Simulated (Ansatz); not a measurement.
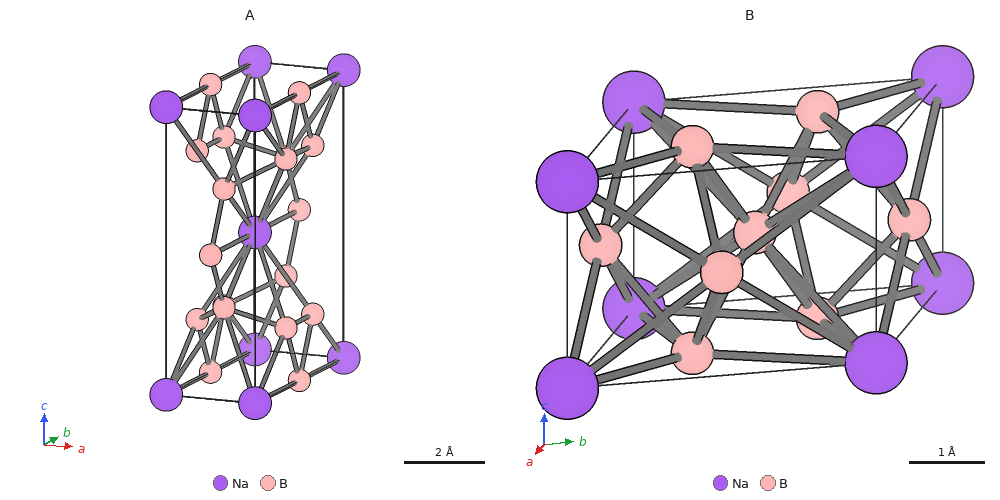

Two structures of NaB$_{5}$, each relaxed to rest (conventional cells in solid outline, small ones repeated, not to one scale). Method: DFT PBE, scalar-relativistic, plane waves, PAW in Ansatz 0.2.0, without spin polarisation.

### Which structures are these?

A: 12 atoms a cell on a body-centred orthorhombic lattice, Immm. B: CaCu₅ type, P6/mmm.

### Which polymorph is favoured?

A is lower, by 400 meV/atom at this level of theory (energies at zero smearing). Volumes: A 8.6, B 7.8 Å³/atom.

One or both may be structure types tried for this composition rather than known phases.
